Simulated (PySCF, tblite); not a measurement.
**C4H7FO2: geometry, infrared bands and NMR shifts**

What infrared bands and NMR shifts should C4H7FO2 (`C[C@@H]1OC[C@@H](F)O1`) show?

The runs use tblite 0.8.0 and PySCF 2.14.0, with density-fitted response routines of our own; the level of theory stands in each step. All values are computed, except where a source is named. Atoms are numbered from 0 throughout.

### Step 1. Starting geometry

14 atoms, charge 0, multiplicity 1; geometry from: force field or distance geometry start.

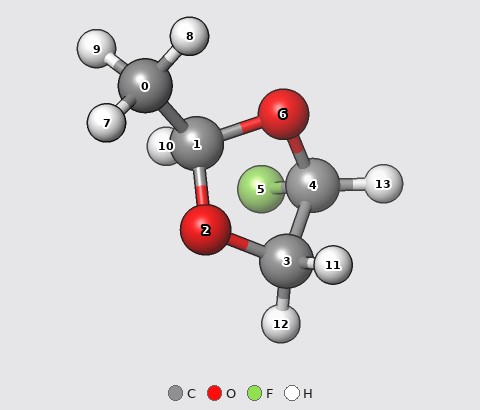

As it starts; carbon grey, oxygen red, fluorine green, hydrogen white, atoms numbered; sticks join atoms by distance.

### Step 2. Relaxing the molecule with GFN2-xTB

The job: settings as JSON, then the geometry in Å.

```
{"job": {"kind": "relax", "xc": "GFN2-xTB", "basis": "xTB"}, "charge": 0, "multiplicity": 1}
C      1.650300     1.159400    -0.406600
C      0.626200     0.145300     0.015000
O     -0.003600    -0.501000    -1.016000
C     -1.302700    -0.817800    -0.595300
C     -1.209300    -0.474000     0.895600
F     -0.480900    -1.449200     1.536400
O     -0.415500     0.687000     0.784200
H      1.958800     1.064400    -1.460300
H      1.300500     2.177000    -0.157500
H      2.560700     0.970600     0.201500
H      1.062300    -0.664500     0.669600
H     -1.998800    -0.129100    -1.098700
H     -1.564600    -1.879900    -0.731700
H     -2.184200    -0.288400     1.341500
```

The run is started by

```console
OMP_NUM_THREADS=1 python probes_run.py task.json out
```

This one command runs all jobs of the session in turn.

What it wrote:

```text
step      E/eV     max force
  0    -679.83887    2.263
  1    -680.02193    1.125
  2    -680.10640    0.905
  3    -680.17280    0.699
  4    -680.22566    0.696
  5    -680.26593    0.576
  6    -680.30428    0.600
  7    -680.34390    0.585
  8    -680.38014    0.722
  9    -680.40958    0.634
 10    -680.43546    0.468
 11    -680.45686    0.391
 12    -680.47428    0.382
 13    -680.48817    0.358
 14    -680.49964    0.311
 15    -680.50960    0.245
 16    -680.51654    0.167
 17    -680.52026    0.113
 18    -680.52265    0.109
 19    -680.52519    0.125
 20    -680.52873    0.169
 21    -680.53300    0.174
 22    -680.53687    0.125
 23    -680.53971    0.126
 24    -680.54195    0.131
 25    -680.54420    0.152
 26    -680.54666    0.101
 27    -680.54816    0.085
 28    -680.54930    0.083
 29    -680.55048    0.078
 30    -680.55169    0.089
 31    -680.55274    0.095
 32    -680.55371    0.089
 33    -680.55479    0.077
 34    -680.55600    0.086
 35    -680.55712    0.086
 36    -680.55812    0.086
 37    -680.55916    0.094
 38    -680.56036    0.100
 39    -680.56155    0.088
 40    -680.56272    0.089
 41    -680.56397    0.097
 42    -680.56584    0.129
 43    -680.56827    0.125
 44    -680.57080    0.138
 45    -680.57229    0.081
 46    -680.57373    0.112
 47    -680.57446    0.076
 48    -680.57508    0.050
 49    -680.57538    0.042
 50    -680.57561    0.032
 51    -680.57573    0.024
 52    -680.57584    0.024
 53    -680.57595    0.025
 54    -680.57605    0.024
 55    -680.57614    0.027
 56    -680.57626    0.026
 57    -680.57644    0.041
 58    -680.57676    0.053
 59    -680.57723    0.071
 60    -680.57780    0.077
 61    -680.57833    0.058
 62    -680.57880    0.054
 63    -680.57930    0.056
 64    -680.57988    0.060
 65    -680.58035    0.049
 66    -680.58060    0.050
 67    -680.58066    0.030
 68    -680.58081    0.025
 69    -680.58087    0.025
 70    -680.58093    0.015
 71    -680.58095    0.006
```

Run time: 0.54 s. Hardware: 1 thread of Arm Neoverse N1, shared host; peak memory 0.18 GiB.

Along the way: (not every step is listed)

| step | energy from step 0 (eV) | largest force (eV/Å) |
| --- | --- | --- |
| 0 | 0.0000 | 2.2628 |
| 1 | -0.1831 | 1.1252 |
| 2 | -0.2675 | 0.9045 |
| 3 | -0.3339 | 0.6988 |
| 4 | -0.3868 | 0.6959 |
| 5 | -0.4271 | 0.5758 |
| 6 | -0.4654 | 0.5996 |
| 7 | -0.5050 | 0.5854 |
| 8 | -0.5413 | 0.7224 |
| 13 | -0.6493 | 0.3585 |
| 18 | -0.6838 | 0.1089 |
| 23 | -0.7008 | 0.1260 |
| 28 | -0.7104 | 0.0832 |
| 33 | -0.7159 | 0.0766 |
| 38 | -0.7215 | 0.0998 |
| 43 | -0.7294 | 0.1250 |
| 48 | -0.7362 | 0.0502 |
| 53 | -0.7371 | 0.0248 |
| 58 | -0.7379 | 0.0530 |
| 63 | -0.7404 | 0.0558 |
| 66 | -0.7417 | 0.0496 |
| 67 | -0.7418 | 0.0296 |
| 68 | -0.7419 | 0.0247 |
| 69 | -0.7420 | 0.0254 |
| 70 | -0.7421 | 0.0153 |
| 71 | -0.7421 | 0.0064 |

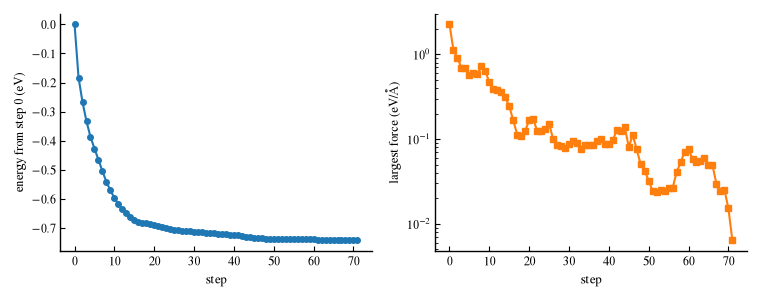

Energy and largest force along the relaxation.

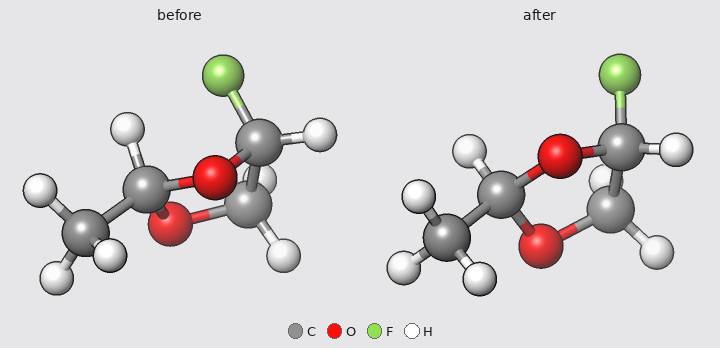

The geometry before (left) and after (right).

Close pairs (by a distance rule), those that changed most:

| bond | before (Å) | after (Å) | change (Å) |
| --- | --- | --- | --- |
| C4–O6 | 1.411 | 1.367 | -0.044 |
| C1–O2 | 1.370 | 1.405 | +0.035 |
| C0–H9 | 1.111 | 1.085 | -0.026 |
| C1–H10 | 1.129 | 1.108 | -0.021 |
| C1–O6 | 1.404 | 1.423 | +0.019 |
| C0–H8 | 1.105 | 1.086 | -0.019 |
| C0–H7 | 1.102 | 1.085 | -0.017 |
| C3–C4 | 1.533 | 1.545 | +0.012 |

The end geometry stands in the next job.

### Step 3. Harmonic vibrations with GFN2-xTB

The job: settings as JSON, then the geometry in Å.

```
{"job": {"kind": "ir", "xc": "GFN2-xTB", "basis": "xTB"}, "charge": 0, "multiplicity": 1}
C      1.670322     1.196856    -0.372408
C      0.737207     0.044070    -0.068893
O     -0.167294    -0.168323    -1.123214
C     -1.306248    -0.776469    -0.562453
C     -1.206135    -0.425616     0.939029
F     -1.076088    -1.598800     1.664456
O     -0.080296     0.340616     1.057288
H      2.254218     0.958165    -1.255347
H      1.084842     2.092685    -0.556065
H      2.328522     1.359598     0.474821
H      1.304633    -0.884992     0.136477
H     -2.195646    -0.365589    -1.040613
H     -1.279877    -1.866562    -0.682530
H     -2.068838     0.093891     1.367286
```

What it wrote:

```text
mode    cm-1     km/mol
  1      94.7      5.84
  2     134.5     10.05
  3     157.1      0.11
  4     275.8      2.92
  5     415.1      8.90
  6     430.4     11.32
  7     557.4      8.94
  8     676.8      6.82
  9     735.3     15.15
 10     865.3     26.98
 11     874.3     43.72
 12     899.0     43.84
 13     984.1    120.34
 14    1039.8     33.12
 15    1072.2     19.41
 16    1099.0     58.95
 17    1102.7     87.89
 18    1108.9     92.00
 19    1148.8     79.20
 20    1174.8     28.46
 21    1224.8     43.10
 22    1268.7      2.86
 23    1283.5     19.19
 24    1297.6     14.60
 25    1336.7     25.62
 26    1386.6     30.61
 27    1455.7      4.86
 28    1456.1      2.69
 29    1465.0      4.85
 30    2788.3     83.82
 31    2915.8     24.30
 32    2957.5     25.54
 33    2994.4     19.66
 34    3058.2      4.80
 35    3063.1     12.74
 36    3066.6     11.86
```

Wall time 0.5 s (1 thread of Arm Neoverse N1, shared host); peak memory 0.18 GiB.

The strongest bands and the atoms that carry them (share of the mass-weighted mode):

| cm⁻¹ | km/mol | atoms |
| --- | --- | --- |
| 874 | 43.7 | O6 26 %, H7 20 %, C1 20 % |
| 899 | 43.8 | O2 28 %, H9 20 % |
| 984 | 120.3 | C4 53 %, H13 13 %, C3 12 % |
| 1099 | 59.0 | O6 25 %, C4 22 %, H13 18 %, C1 10 % |
| 1103 | 87.9 | C1 21 %, C4 17 %, H7 10 % |
| 1109 | 92.0 | C1 27 %, H8 17 % |
| 1149 | 79.2 | C1 39 %, H10 15 %, C0 15 % |
| 2788 | 83.8 | H10 94 % |

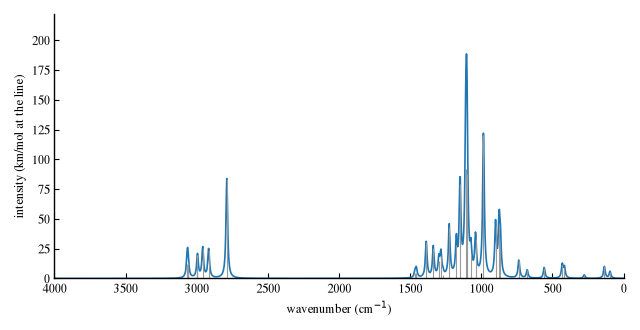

The infrared spectrum from these modes, unscaled. Lines are broadened to a width of 14 cm⁻¹ (Lorentzian).

### Step 4. Shielding tensors: PBE0/pcSseg-1

The job, as its differences from that of step 3:

```diff
@@ -1,2 +1,2 @@
-{"job": {"kind": "ir", "xc": "GFN2-xTB", "basis": "xTB"}, "charge": 0, "multiplicity": 1}
+{"job": {"kind": "nmr", "xc": "PBE0", "basis": "pcSseg-1"}, "charge": 0, "multiplicity": 1}
 C      1.670322     1.196856    -0.372408
```

With the program's defaults for keys left out, this is: GIAO PBE0/pcSseg-1 NMR shielding, non-relativistic, gas phase.

What it wrote:

```text
coarse grid: 11944 points
cycle   1  E = -406.2407291818  dE =  1.108e+00  |g| = 8.731e-01  |ddm| = 3.192e+00
cycle   2  E = -406.1165134022  dE =  1.242e-01  |g| = 1.238e+00  |ddm| = 1.255e+00
cycle   3  E = -406.3708178870  dE = -2.543e-01  |g| = 7.046e-02  |ddm| = 7.849e-01
cycle   4  E = -406.3715916036  dE = -7.737e-04  |g| = 3.377e-02  |ddm| = 6.172e-02
cycle   5  E = -406.3718214393  dE = -2.298e-04  |g| = 8.100e-03  |ddm| = 2.668e-02
cycle   6  E = -406.3718307812  dE = -9.342e-06  |g| = 3.481e-03  |ddm| = 7.004e-03
cycle   7  E = -406.3718329901  dE = -2.209e-06  |g| = 3.965e-04  |ddm| = 2.498e-03
final grid: 116456 points
cycle   8  E = -406.4428266636  dE = -3.081e-05  |g| = 1.386e-02  |ddm| = 2.373e-02
cycle   9  E = -406.4427931794  dE =  3.348e-05  |g| = 1.977e-02  |ddm| = 1.846e-02
cycle  10  E = -406.4428604780  dE = -6.730e-05  |g| = 1.013e-03  |ddm| = 1.115e-02
cycle  11  E = -406.4428607002  dE = -2.222e-07  |g| = 2.217e-04  |ddm| = 9.607e-04
cycle  12  E = -406.4428607082  dE = -8.050e-09  |g| = 9.901e-05  |ddm| = 2.017e-04
cycle  13  E = -406.4428607096  dE = -1.338e-09  |g| = 2.049e-05  |ddm| = 6.172e-05
cycle  14  E = -406.4428607096  dE = -6.412e-11  |g| = 6.266e-06  |ddm| = 1.619e-05
converged SCF energy = -406.4428607096

GIAO shielding tensors (ppm)
atom      isotropic    diamagn.    paramagn.     s11        s22        s33       span
  0 C      164.820     247.364     -82.544    150.793    155.847    187.821     37.028
  1 C       78.595     244.735    -166.140     37.783     86.223    111.780     73.997
  2 O      242.233     399.107    -156.874    151.309    239.044    336.347    185.039
  3 C      109.129     246.950    -137.821     75.369    103.537    148.481     73.112
  4 C       72.701     243.858    -171.157     40.855     75.736    101.512     60.658
  5 F      307.817     473.604    -165.787    220.618    340.032    362.801    142.183
  6 O      175.143     399.861    -224.718    129.237    163.096    233.096    103.859
  7 H       30.149      28.544       1.605     26.016     27.932     36.498     10.482
  8 H       30.363      29.546       0.817     26.869     28.618     35.601      8.731
  9 H       30.121      28.619       1.502     25.936     27.985     36.442     10.505
 10 H       26.139      30.834      -4.695     23.310     24.985     30.121      6.812
 11 H       27.293      29.090      -1.797     23.488     25.753     32.639      9.151
 12 H       27.539      29.060      -1.521     23.604     26.366     32.649      9.045
 13 H       25.609      28.651      -3.042     21.587     25.191     30.050      8.463
```

It took 32 s on 1 thread of Arm Neoverse N1, shared host; peak memory 0.71 GiB.

The references, computed at this level on geometries of the same kind, shield at (ppm): 1H TMS 31.72, 13C TMS 186.9, 19F CFCl3 170.9, 17O H2O 336.1. Their shielding less the atom's gives the shift. The references are single molecules in the gas phase, so shifts against H2O, NH3, PH3, H3PO4 or CFCl3 are not on the usual liquid scales and can be off by tens of ppm. Atoms listed in one row are averaged.

| atoms | environment | σ (ppm) | δ (ppm) | δ scaled to CDCl3 |
| --- | --- | --- | --- | --- |
| C4 | sp3 CH bonded to F and O | 72.7 | 114.2 | 109.6 |
| C1 | sp3 carbon bearing two oxygens | 78.6 | 108.3 | 103.8 |
| C3 | sp3 CH2 bonded to O | 109.1 | 77.8 | 74.0 |
| C0 | methyl carbon | 164.8 | 22.1 | 19.7 |
| H13 | hydrogen on an sp3 CH bonded to F and O | 25.61 | 6.11 | 5.86 |
| H10 | hydrogen on an sp3 carbon bearing two oxygens | 26.14 | 5.58 | 5.36 |
| H11 | hydrogen on an sp3 CH2 bonded to O | 27.29 | 4.42 | 4.28 |
| H12 | hydrogen on an sp3 CH2 bonded to O | 27.54 | 4.18 | 4.04 |
| H7, H8, H9 | hydrogen on a methyl carbon | 30.21 | 1.51 | 1.53 |
| O6 | ether oxygen | 175.1 | 160.9 | – |
| O2 | ether oxygen | 242.2 | 93.8 | – |
| F5 | fluorine on an sp3 carbon | 307.8 | -136.9 | – |

The scaled column applies a straight-line fit of computed shieldings to shifts measured in CDCl3, and one for carbons that bear F (root-mean-square error 0.16 ppm for H, 1.9 ppm for C).

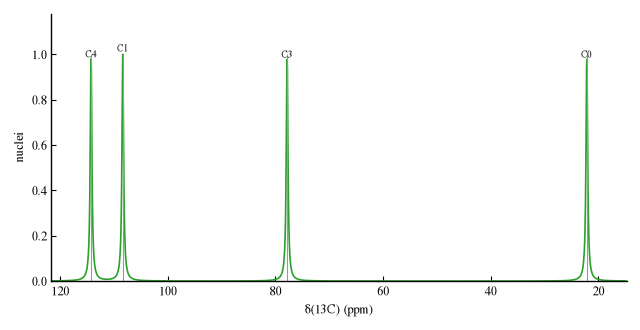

13C lines at the computed shifts, without couplings. Lines are broadened to a width of 0.37 ppm (Lorentzian).

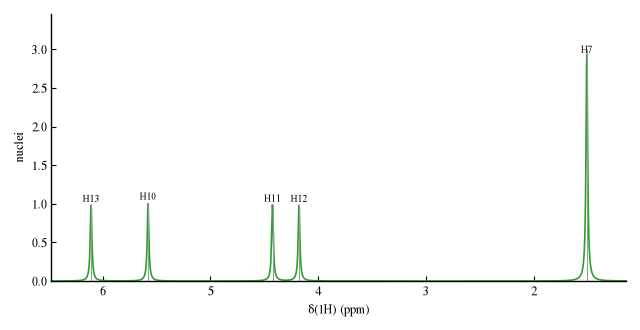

1H lines at the computed shifts, without couplings. Lines are broadened to a width of 0.02 ppm (Lorentzian).

The run also stored atomic charges by several schemes (e):

| atoms | Mulliken | IAO | Hirshfeld | ESP fit |
| --- | --- | --- | --- | --- |
| C0 | -0.22 | -0.43 | -0.12 | -0.72 |
| C1 | 0.26 | 0.27 | 0.11 | 0.52 |
| O2 | -0.50 | -0.40 | -0.15 | -0.37 |
| C3 | 0.05 | -0.10 | -0.01 | -0.10 |
| C4 | 0.37 | 0.33 | 0.12 | 0.37 |
| F5 | -0.34 | -0.34 | -0.14 | -0.28 |
| O6 | -0.48 | -0.38 | -0.14 | -0.39 |

ESP fit charges:

C0 -0.72; C1 0.52; O2 -0.37; C3 -0.10; C4 0.37; F5 -0.28; O6 -0.39; H7 0.20; H8 0.22; H9 0.20; H10 0.05; H11 0.13; H12 0.11; H13 0.08

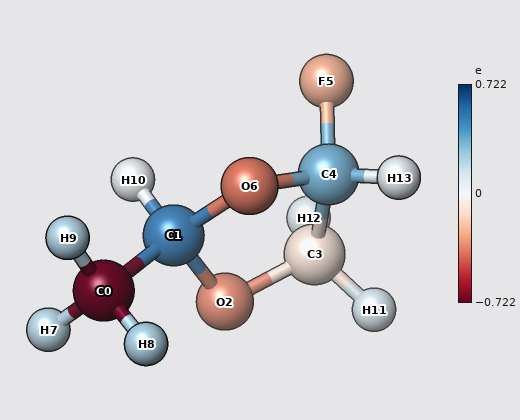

ESP fit charges, as colours on the atoms.

Mayer bond orders: C0–C1 1.06, C1–O2 0.95, O2–C3 0.94, C3–C4 1.02, C4–F5 0.89, C4–O6 1.04, O6–C1 0.90.

Ring of atoms C1, O2, C3, C4, O6: NICS(0) -9.2, NICS(1) -3.6, NICS(1)zz -6.9 ppm (means of both faces; NICS(1) differs between them: -4.8 and -2.3).

### Step 5. Outcome

| quantity | value |
| --- | --- |
| strongest single infrared mode (GFN2-xTB) | 984 cm⁻¹, 120 km/mol |
| zero-point energy (GFN2-xTB) | 68.4 kcal/mol |
| 13C shifts against TMS (PBE0/pcSseg-1) | 114.2, 108.3, 77.8, 22.1 ppm |
| 1H shifts against TMS (PBE0/pcSseg-1, means over atoms taken as alike) | 6.11, 5.58, 4.42, 4.18, 1.51 ppm |
| 17O shifts against H2O (PBE0/pcSseg-1) | 160.9, 93.8 ppm |
| 19F shifts against CFCl3 (PBE0/pcSseg-1) | -136.9 ppm |

In words: Relaxing lowered the energy by 0.742 eV in 71 steps; the close pair that moved most is C4–O6, from 1.411 to 1.367 Å. No mode is imaginary among the 36: a minimum at this level. The strongest single mode, at 984 cm⁻¹, moves mainly C4. GFN2-xTB is a fitted tight-binding method: band positions and strengths are rough. Its intensities can rank the bands wrongly. The most deshielded hydrogen is H13 (hydrogen on an sp3 CH bonded to F and O), at 6.11 ppm: its carbon carries F and O, hence the downfield position. At PBE0/pcSseg-1: The largest span, 185 ppm, is at O2, where the paramagnetic term is -157 ppm.
